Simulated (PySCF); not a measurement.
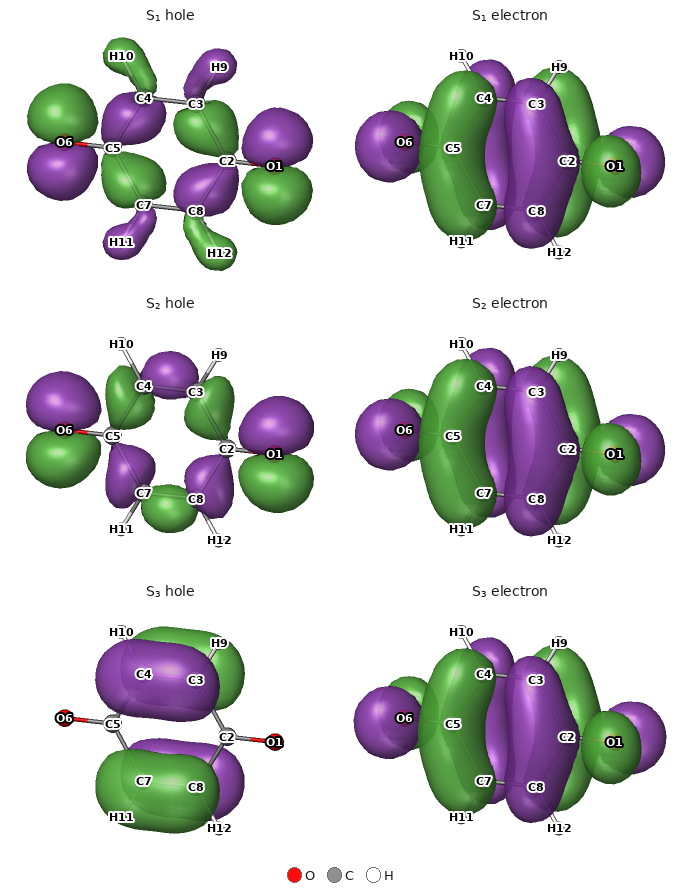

Figure 1: C6H4O2, SMILES `O=C1C=CC(=O)C=C1`. Leading natural transition orbitals (TDA singlet states).

Computed with PySCF, PBE0/6-31+G*, geometry: GFN2-xTB. No frequency check shows the geometry to be a minimum.

The calculation's input:

```python
import numpy as np
from pyscf import gto, scf, dft, tdscf
from pyscf.scf import atom_ks, atom_hf
from scipy.linalg import block_diag

def solve(mol, dm0=None, hcore=None):
    mf = (dft.UKS if mol.spin else dft.RKS)(mol, xc='pbe0')
    mf.grids.level = 3
    mf = mf.density_fit(auxbasis='def2-universal-jkfit')
    mf.conv_tol, mf.max_cycle = 1e-8, 80
    if hcore is not None:
        mf.get_hcore = lambda *args: hcore
    mf.kernel(dm0)
    if not mf.converged:
        mf = mf.newton().run(mf.mo_coeff, mf.mo_occ, max_cycle=30)
    assert mf.converged, 'SCF not converged'
    return mf

mol = gto.M(atom='''
O      2.66824     0.00001     0.00000
C      1.45405    -0.00001     0.00000
C      0.66730     1.24950     0.00000
C     -0.66730     1.24950     0.00000
C     -1.45405    -0.00001     0.00000
O     -2.66824     0.00001     0.00000
C     -0.66730    -1.24950     0.00000
C      0.66730    -1.24950     0.00000
H      1.24074     2.16624     0.00000
H     -1.24074     2.16624     0.00000
H     -1.24074    -2.16624     0.00000
H      1.24074    -2.16624     0.00000
''', basis='6-31+g*', charge=0, spin=0, verbose=4)
mf = solve(mol)
td = mf.TDA()
td.nstates, td.singlet, td.conv_tol = 5, True, 1e-5
td.kernel()
td.analyze()
x, y = np.array([p[0] for p in td.xy]), np.array([p[1] + 0 * p[0] for p in td.xy])
f, mu = td.oscillator_strength(), td.transition_dipole()
nto = [td.get_nto(state=i + 1, verbose=4) for i in range(len(td.e))]
# spherically averaged free atoms, for the promolecule
atm = atom_ks.get_atm_nrks(mol, xc='pbe0')
pro = block_diag(*[(atm[a[0]][2] * atm[a[0]][3]) @ atm[a[0]][2].T for a in mol._atom])
np.savez('result.npz', e=td.e, f=f, ok=td.converged, w=[n[0] for n in nto], nto=[n[1] for n in nto], x=x, y=y, c=mf.mo_coeff, occ=mf.mo_occ, eps=mf.mo_energy, pro=pro, mu=mu)
```

Launched as:

```sh
OMP_NUM_THREADS=1 python input.py
```

The run took 6.8 min on 1 thread of Arm Neoverse V1, with other jobs on the host, peak memory 0.8 GiB.

Q: Describe these excited states.

A: By state:
- S₁: 2.57 eV (483 nm), f = 0.000 (dark), σ or n → π*; the leading pair carries 98 %; hole on O1 and O6 (29 % each), C2 and C5 (7 % each) and C3, C4, C7 and C8 (6 % each), electron on O1 and O6 (18 % each), C2 and C5 (14 % each) and C3, C4, C7 and C8 (9 % each); their centroids lie 0.0 Å apart.
- S₂: 2.83 eV (438 nm), f = 0.000 (dark), n → π*; the leading pair carries 98 %; hole on O1 and O6 (35 % each) and C2, C3, C4, C5, C7 and C8 (5 % each), electron on O1 and O6 (18 % each), C2 and C5 (14 % each) and C3, C4, C7 and C8 (8 % each); their centroids lie 0.0 Å apart.
- S₃: 4.04 eV (307 nm), f = 0.000 (dark), π → π*; the leading pair carries 98 %; hole on C3, C4, C7 and C8 (21 % each), electron on O1 and O6 (18 % each), C2 and C5 (14 % each) and C3, C4, C7 and C8 (8 % each); their centroids lie 0.0 Å apart.
